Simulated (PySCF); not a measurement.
## Electronic structure of C5H4F (SMILES [CH2]C1=C(F)C1=C) (doublet) in real space

Input file:

```
{"job": {"kind": "epr", "basis": "pcH-1"}, "charge": 0, "multiplicity": 2}
C     -1.914788    -0.461737     0.058294
C     -0.733087     0.156724     0.008567
C      0.039277     1.309764    -0.056219
F      0.074989     2.628631    -0.110887
C      0.743988     0.112776    -0.022179
C      1.886904    -0.576449    -0.020095
H     -1.979081    -1.533942     0.104951
H     -2.834656     0.097066     0.053757
H      1.885892    -1.650582     0.024831
H      2.839445    -0.077597    -0.063548
```

Run with:

```sh
OMP_NUM_THREADS=1 python probes_run.py task.json out
```

Geometry: GFN2-xTB.

These are results of PySCF 2.14.0, density-fitted response routines, UKS B3LYP, pcH-1 on C F H, non-relativistic, mean-field spin-orbit, GIAO, not measurements.

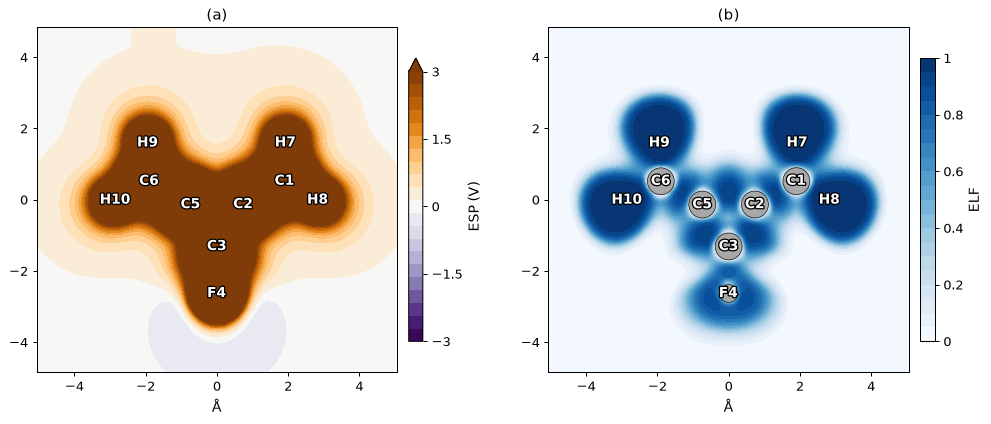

Figure 1. (a) electrostatic potential; (b) ELF on the molecular plane. Grey discs cover the atomic cores in the ELF map.

> Read the bonding off the picture.

Atoms in the plane: C, F and H. C–F (1.32 Å): the ELF peaks at about 0.85 between the atoms, as expected for a shared but strongly polarised pair. C–C (1.33 Å): the ELF peaks at about 0.95 between the atoms; a short, multiple covalent bond. C–H (1.08 Å): the ELF climbs to about 1 towards the hydrogen, as it does in any bond to H (an ordinary covalent bond to hydrogen). C–C (1.39 Å): the ELF peaks at about 0.85 between the atoms: a covalent bond. C–C (1.48 Å): the ELF peaks at about 0.85 between the atoms, as expected for a shared electron pair. The ELF also peaks beside F4, away from the bonds: non-bonding electrons, paired or unpaired. Outside the dense part of the molecule the potential is most negative (−0.4 V) near F4.

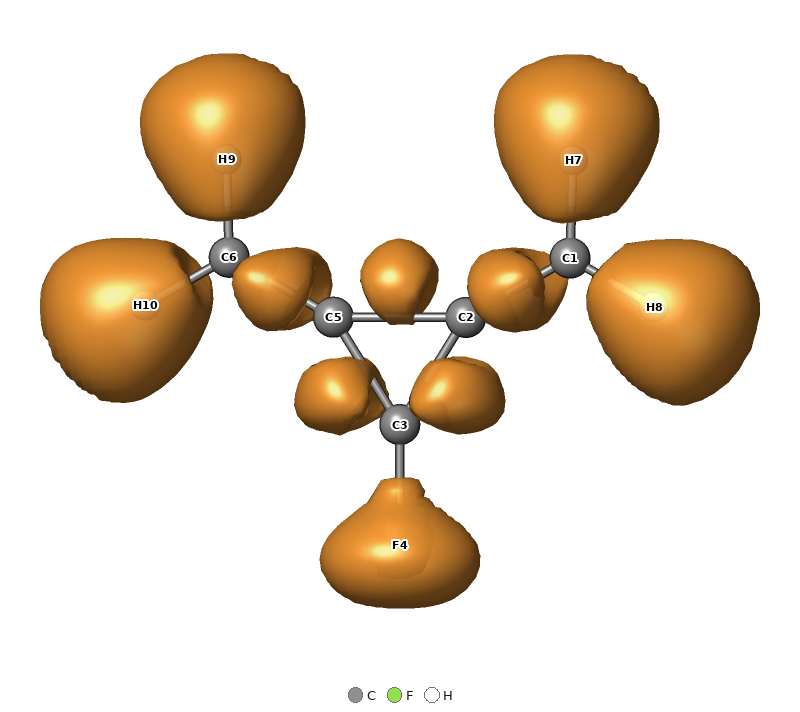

Figure 2. Isosurface of the ELF at 0.75 (orange), seen at a tilt. Only the valence region is drawn (cores and ρ < 0.01 e/Å³ removed).

> Describe the localisation domains.

At this value the surface marks out five regions between bonded C–C atoms (shared pairs), four regions around hydrogen nuclei and one region on F in which the atom's valence shell and bonds are merged.

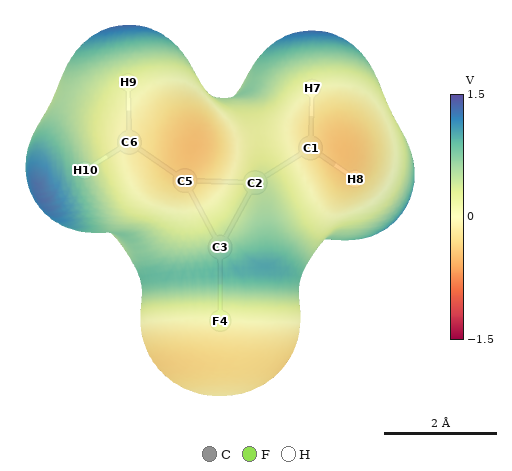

Figure 3. The electrostatic potential painted on the density surface at 0.004 e/bohr³, seen at a tilt; red is negative and blue positive.

> Where is the surface potential most negative and most positive?

The most negative region (about −0.5 V) lies over the π face of C1 and C6, the most positive (about +1.3 V) over H7, H8, H9 and H10.
